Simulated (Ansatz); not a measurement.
**CH2AlN (SMILES N#[C][AlH2]): HF/STO-3G**

Aim: the vertical ionisation energy of CH2AlN at HF/STO-3G, from 2 runs. 

The calculation is run with Ansatz 0.2.0.

69 further runs of the same task are left out: 69 set aside as unsound or not needed.

### 1 The system as given

CH2AlN: 5 atoms, total charge 0, spin state singlet. SMILES: `N#[C][AlH2]`. The coordinates come from a PBE0-D4/def2-TZVP relaxation.

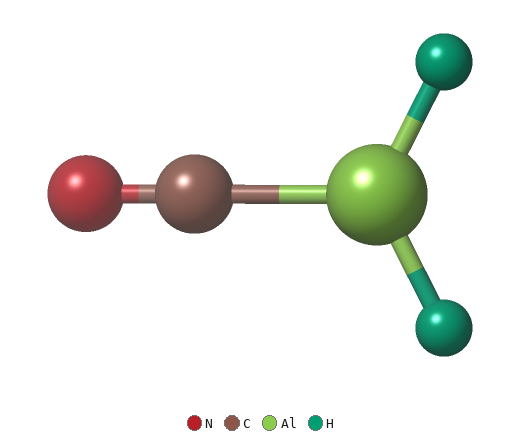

Viewed from a chosen angle; nitrogen red, carbon brown, aluminium green, hydrogen teal.

### 2 The energy at HF/STO-3G

Contents of run.yaml:

```yaml
crystal:
  periodic: [false, false, false]
  atoms:
    - {symbol: "N", position_ang: [1.382300, -1.346000, 1.394200]}
    - {symbol: C, position_ang: [0.714200, -0.698000, 0.711800]}
    - {symbol: Al, position_ang: [-0.407200, 0.390000, -0.434600]}
    - {symbol: H, position_ang: [-1.629700, -0.322900, -1.120200]}
    - {symbol: H, position_ang: [-0.009700, 1.903200, -0.592600]}
basis:
  gaussian: {orbitals: STO-3G}
output: {orbitals: {seedname: orbitals}}
hamiltonian: {xc: hf}
accuracy: high
```

Run with:

```console
$ ansatz run run.yaml --threads 1 --pin off --max-ram 3480MiB --events-out events.jsonl --progress --plain --runs-dir runs
```

The log of the run:

```text
Warning: RAYON_NUM_THREADS=1 ignored (pool sized by the plan → 1); use --threads N
Functional definition: HF
  name "HF"
  exchange = exact_x
  correlation = 0
374 factors; integrals over basis functions are off by at most 9.3e-9 eV
mean field evaluation 1: about -9012.4924 eV, gradient 3.2e1 eV
mean field evaluation 2: about -9012.4909 eV, gradient 3.2e1 eV
mean field evaluation 4: about -9015.5359 eV, gradient 2.1e0 eV
mean field evaluation 8: about -9015.5609 eV, gradient 5.5e-2 eV
mean field -9015.56094448 eV, -331.3157537431 hartree, gradient 7.4e-8 eV, S^2 0.000000; 0 other end points of the search recorded, 0 dependent functions left out
reference -9015.56094448 eV, -331.3157537431 hartree; 14, 14 occupied and 7, 7 virtual orbitals, 374 factors
Total energy: -9015.56094448 eV, -331.3157537431 hartree
```

Wall time 0.1 s (1 thread of Arm Neoverse V2, shared host).

### 3 The doublet cation, same level

Contents of input.yaml:

```yaml
crystal:
  periodic: [false, false, false]
  atoms:
    - symbol: N
      position_ang: [1.382300, -1.346000, 1.394200]
    - symbol: C
      position_ang: [0.714200, -0.698000, 0.711800]
    - symbol: Al
      position_ang: [-0.407200, 0.390000, -0.434600]
    - symbol: H
      position_ang: [-1.629700, -0.322900, -1.120200]
    - symbol: H
      position_ang: [-0.009700, 1.903200, -0.592600]
basis:
  gaussian: {orbitals: STO-3G}
total_charge: 1
magnetization: {spin_polarized: true, initial_magnetization: 1}
hamiltonian: {xc: hf}
accuracy: high
output: {orbitals: {seedname: orbitals}}
```

Run with:

```console
$ ansatz run input.yaml --threads 1 --pin off --max-ram 3480MiB --events-out events.jsonl --progress --plain --runs-dir runs
```

The log of the run, shortened:

```text
Warning: RAYON_NUM_THREADS=1 ignored (pool sized by the plan → 1); use --threads N
[... 2 set-up lines as earlier in the session ...]
[...]
374 factors; integrals over basis functions are off by at most 9.3e-9 eV
[...]
mean field -9006.83395079 eV, -330.9950426401 hartree, gradient 1.9e-8 eV, S^2 1.068205; 7 other end points of the search recorded, 0 dependent functions left out
reference -9006.83395079 eV, -330.9950426401 hartree; 14, 13 occupied and 7, 8 virtual orbitals, 374 factors
Total energy: -9006.83395079 eV, -330.9950426401 hartree
```

It took 0.42 s on 1 thread of Arm Neoverse V2, shared host.

### 4 Outcome

At HF/STO-3G:

| quantity | value |
| --- | --- |
| singlet CH2AlN: total energy | -331.31575 Eh |
| singlet CH2AlN: HOMO energy | -9.85 eV |
| singlet CH2AlN: LUMO energy | 6.98 eV |
| singlet CH2AlN: HOMO–LUMO gap | 16.83 eV |
| doublet cation: total energy | -330.99504 Eh |
| doublet cation: HOMO energy (highest over α and β) | -15.38 eV |
| doublet cation: LUMO energy (lowest over α and β) | -6.54 eV |
| doublet cation: ⟨S²⟩ | 1.068 |
| vertical ionisation energy (to the doublet cation) | 8.727 eV |

What this shows: Removing an electron at fixed nuclei costs 8.73 eV (842 kJ/mol). The negative HOMO energy of the first species, 9.85 eV, lies 1.12 eV above that difference. In a minimal basis such a difference can be off by several eV, whatever the method. ⟨S²⟩ (doublet cation) is 1.07 where a pure doublet has 0.75: the reference is spin-contaminated.
